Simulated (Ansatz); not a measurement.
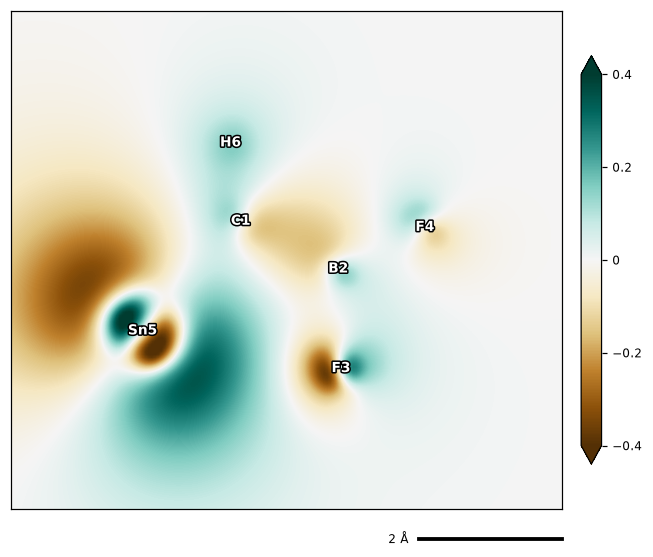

The picture shows: CHBF2Sn (SMILES FB(F)[CH]=[Sn]). The LUMO on the molecular plane (values in Å⁻³ᐟ²; the overall sign is arbitrary).

Geometry: BLYP-D3(BJ)/def2-SVP; core potentials replace the inner electrons of Sn.

These are results of isolated molecule in a Gaussian basis; Kohn-Sham density functional theory, functional PBE0 in Ansatz, not measurements.

```xyz
6

C    -0.3211   -1.4159   -2.6130
B    -1.1561   -2.1420   -1.5746
F    -2.3596   -1.5624   -1.1971
F    -0.8886   -3.2980   -0.9511
Sn   -1.3760    0.2734   -3.0944
H     0.6467   -1.7926   -2.9782
```

> Where does this orbital lie, and at what energy?

Its weight (Hirshfeld) is mainly on Sn5 (about 90 %); it is symmetric in the molecular plane (an in-plane orbital: σ, lone-pair or in-plane π type). Its energy is −2.84 eV.
